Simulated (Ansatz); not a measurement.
# BNH4 (SMILES BN): levels of theory compared

Wanted: a comparison of 6 runs (PBE/def2-TZVPP, r2SCAN/def2-TZVPP, revPBE/def2-TZVPP, wB97M-V/def2-TZVPP, wB97X/def2-TZVPP, CCSD(T)/def2-TZVPP) of BNH4. 

The results are computed with Ansatz 0.2.0.

56 further runs of the same task are left out: 56 set aside as unsound or not needed.

### 1 The system as given

BNH4: 6 atoms, total charge 0, spin state singlet. SMILES: `BN`. One bond was lengthened or shortened from a relaxed shape.

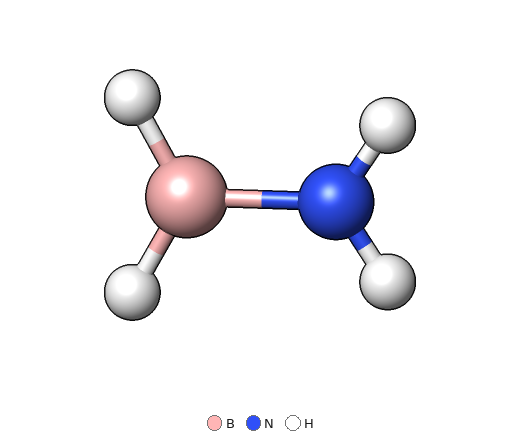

Viewed from a chosen angle; boron pink, nitrogen blue, hydrogen white.

### 2 A single-point energy at PBE/def2-TZVPP (run 1)

Input file input.yaml:

```yaml
crystal:
  periodic: [false, false, false]
  atoms:
    - {symbol: B, position_ang: [-0.169352, -0.883187, -0.031061]}
    - {symbol: "N", position_ang: [0.146100, 0.677400, 0.010800]}
    - {symbol: H, position_ang: [0.184648, -1.571587, 0.882039]}
    - {symbol: H, position_ang: [-0.753152, -1.332287, -0.974661]}
    - {symbol: H, position_ang: [-0.121600, 1.313700, -0.720800]}
    - {symbol: H, position_ang: [0.632000, 1.121400, 0.771300]}
basis:
  gaussian:
    orbitals: def2-TZVPP
hamiltonian:
  xc: {name: PBE}
accuracy: high
output:
  orbitals: {seedname: orbitals}
```

Started as:

```bash
$ ansatz run input.yaml --threads 1 --pin off --max-ram 3480MiB --events-out events.jsonl --progress --plain --runs-dir runs
```

What it wrote:

```text
Warning: RAYON_NUM_THREADS=1 ignored (pool sized by the plan → 1); use --threads N
Functional definition: PBE
  name "PBE"
  parameter kappa = 0.804
  parameter beta = 0.06672455060314922
  exchange = pbe_x(kappa = kappa, mu = beta*pi^2/3)
  correlation = pbe_c(beta = beta)
2032 factors; integrals over basis functions are off by at most 3.2e-9 eV
mean field evaluation 1: about -2221.3837 eV, gradient 6.4e1 eV
mean field evaluation 2: about -2187.5463 eV, gradient 1.2e2 eV
mean field evaluation 4: about -2229.2254 eV, gradient 8.3e0 eV
mean field evaluation 8: about -2229.4274 eV, gradient 1.7e-1 eV
mean field evaluation 16: about -2229.4275 eV, gradient 2.1e-6 eV
mean field -2229.42748566 eV, -81.9299489377 hartree, gradient 1.4e-8 eV, S^2 0.000000; 0 other end points of the search recorded, 0 dependent functions left out
reference -2229.42748914 eV, -81.9299490658 hartree; 8, 8 occupied and 110, 110 virtual orbitals, 2032 factors
Total energy: -2229.42748914 eV, -81.9299490658 hartree
```

Run time: 6 s. Hardware: 1 thread of Arm Neoverse V1, shared host; peak memory 0.27 GiB.

### 3 The energy at r2SCAN/def2-TZVPP (run 2)

Input file in.yaml:

```yaml
crystal:
  periodic: [false, false, false]
  atoms:
    - symbol: B
      position_ang: [-0.169352, -0.883187, -0.031061]
    - symbol: N
      position_ang: [0.146100, 0.677400, 0.010800]
    - symbol: H
      position_ang: [0.184648, -1.571587, 0.882039]
    - symbol: H
      position_ang: [-0.753152, -1.332287, -0.974661]
    - symbol: H
      position_ang: [-0.121600, 1.313700, -0.720800]
    - symbol: H
      position_ang: [0.632000, 1.121400, 0.771300]
basis:
  gaussian: {orbitals: def2-TZVPP}
hamiltonian: {xc: {name: r2SCAN}}
accuracy: high
output: {orbitals: {seedname: orbitals}}
```

Started as:

```bash
$ ansatz run in.yaml --threads 1 --pin off --max-ram 3480MiB --events-out events.jsonl --progress --plain --runs-dir runs
```

What it wrote:

```text
Warning: RAYON_NUM_THREADS=1 ignored (pool sized by the plan → 1); use --threads N
Functional definition: r2SCAN
  name "r2SCAN"
  parameter k0 = 0.174
  parameter k1 = 0.065
  parameter a1 = 4.9479
  exchange = r2scan_x(k0 = k0, k1 = k1, a1 = a1)
  correlation = r2scan_c
2032 factors; integrals over basis functions are off by at most 3.2e-9 eV
mean field evaluation 1: about -2224.6261 eV, gradient 5.8e1 eV
mean field evaluation 2: about -2202.3041 eV, gradient 1.0e2 eV
mean field evaluation 4: about -2231.0940 eV, gradient 4.9e0 eV
mean field evaluation 8: about -2231.1627 eV, gradient 1.6e-2 eV
mean field evaluation 16: about -2231.1627 eV, gradient 1.1e-7 eV
mean field -2231.16272932 eV, -81.9937179662 hartree, gradient 4.1e-8 eV, S^2 0.000000; 0 other end points of the search recorded, 0 dependent functions left out
reference -2231.16273018 eV, -81.9937179975 hartree; 8, 8 occupied and 110, 110 virtual orbitals, 2032 factors
Total energy: -2231.16273018 eV, -81.9937179975 hartree
```

Wall time 9.3 s (1 thread of Arm Neoverse V1, shared host); peak memory 0.3 GiB.

Run 3 isn't shown in full; the table further down has it.

### 4 The energy at wB97M-V/def2-TZVPP (run 4)

Input file job.yaml:

```yaml
crystal:
  periodic: [false, false, false]
  atoms:
    - symbol: B
      position_ang: [-0.169352, -0.883187, -0.031061]
    - symbol: N
      position_ang: [0.146100, 0.677400, 0.010800]
    - symbol: H
      position_ang: [0.184648, -1.571587, 0.882039]
    - symbol: H
      position_ang: [-0.753152, -1.332287, -0.974661]
    - symbol: H
      position_ang: [-0.121600, 1.313700, -0.720800]
    - symbol: H
      position_ang: [0.632000, 1.121400, 0.771300]
basis:
  gaussian:
    orbitals: def2-TZVPP
hamiltonian:
  xc: {name: wB97M-V}
accuracy: high
output: {orbitals: {seedname: orbitals}}
```

Started as:

```bash
$ ansatz run job.yaml --threads 1 --pin off --max-ram 3480MiB --events-out events.jsonl --progress --plain --runs-dir runs
```

What it wrote, cut to the lines that bear on the results:

```text
Warning: RAYON_NUM_THREADS=1 ignored (pool sized by the plan → 1); use --threads N
Functional definition: wB97M-V
  name "wB97M-V"
[...]
  gx(w, u) = 1 - cx + cx01*u + cx10*w
  gss(w, u) = css00 + css04*u^4 + css10*w + css20*w^2 + css43*w^4*u^3
  gos(w, u) = cos00 + cos10*w + (cos20 + cos21*u)*w^2 + (cos60 + cos61*u)*w^6
[...]
      + integral(e_c_pw_mod_opposite_spin*gos(b97_w_opposite, b97_u_opposite)) + vv10(b, c)
2032 factors; integrals over basis functions are off by at most 3.2e-9 eV
303 factors; integrals over basis functions are off by at most 2.4e-9 eV
[...]
mean field -2231.37289262 eV, -82.0014413250 hartree, gradient 2.1e-8 eV, S^2 0.000000; 0 other end points of the search recorded, 0 dependent functions left out
reference -2231.37289719 eV, -82.0014414930 hartree; 8, 8 occupied and 110, 110 virtual orbitals, 2032 factors
Total energy: -2231.37289719 eV, -82.0014414930 hartree
```

Wall time 28 s (1 thread of Arm Neoverse V1, shared host); peak memory 0.46 GiB.

Run 5 isn't shown in full; the table further down has it.

### 5 A single-point energy at CCSD(T)/def2-TZVPP (run 6)

Input file run.yaml:

```yaml
crystal:
  periodic: [false, false, false]
  atoms:
    - {symbol: B, position_ang: [-0.169352, -0.883187, -0.031061]}
    - {symbol: "N", position_ang: [0.146100, 0.677400, 0.010800]}
    - {symbol: H, position_ang: [0.184648, -1.571587, 0.882039]}
    - {symbol: H, position_ang: [-0.753152, -1.332287, -0.974661]}
    - {symbol: H, position_ang: [-0.121600, 1.313700, -0.720800]}
    - {symbol: H, position_ang: [0.632000, 1.121400, 0.771300]}
basis:
  gaussian: {orbitals: def2-TZVPP}
accuracy: high
scf: {omitted_lower_state_checks: [cluster_reference, increment]}
correlation: {method: ccsd_t, frozen_orbitals: {B: 1, H: 0, "N": 1}}
```

Started as:

```bash
$ ansatz run run.yaml --threads 1 --pin off --max-ram 3480MiB --events-out events.jsonl --progress --plain --runs-dir runs
```

What it wrote:

```text
Warning: RAYON_NUM_THREADS=1 ignored (pool sized by the plan → 1); use --threads N
[... 11 lines left out ...]
2 core orbitals not correlated: weight in the atoms' cores, before any rotation towards them, 1.000 or more for the frozen orbitals, at most 0.000 for the correlated occupied ones
[... 23 lines left out ...]
Total energy: -2227.77829099 eV, -81.8693421514 hartree
Checks for a lower state left out: cluster_reference, increment
```

Run time: 28 s. Hardware: 1 thread of Arm Neoverse V1, shared host; peak memory 1.2 GiB.

### 6 All runs side by side

```
run               level  frozen core orbitals  energy (Eh)  HOMO energy (eV)  LUMO energy (eV)  HOMO–LUMO gap (eV)  wall time
  1      PBE/def2-TZVPP                     –   -81.929949             -6.58             -1.55                5.04        6 s
  2   r2SCAN/def2-TZVPP                     –   -81.993718             -6.79             -1.16                5.63      9.3 s
  3   revPBE/def2-TZVPP                     –   -82.024858             -6.51             -1.45                5.06        6 s
  4  wB97M-V/def2-TZVPP                     –   -82.001441            -10.25              1.36               11.60       28 s
  5    wB97X/def2-TZVPP                     –   -82.025627            -10.30              1.66               11.96       18 s
  6  CCSD(T)/def2-TZVPP                     2   -81.869342                 –                 –                   –       28 s
```

### 7 Results

```
                                          quantity         value
                               run 6: total energy  -81.86934 Eh
run 6: correlation energy (2 core orbitals frozen)    -364.8 mEh
                             run 6: (T) correction    -12.93 mEh
                              run 6: T1 diagnostic         0.017
```

What this shows: Over runs 1, 2, 3, 4, 5 the HOMO–LUMO gap runs from 5.04 eV (PBE/def2-TZVPP) to 11.96 eV (wB97X/def2-TZVPP). Totals of different functionals can't be ranked against each other. All runs together took 96 s, the longest 28 s.
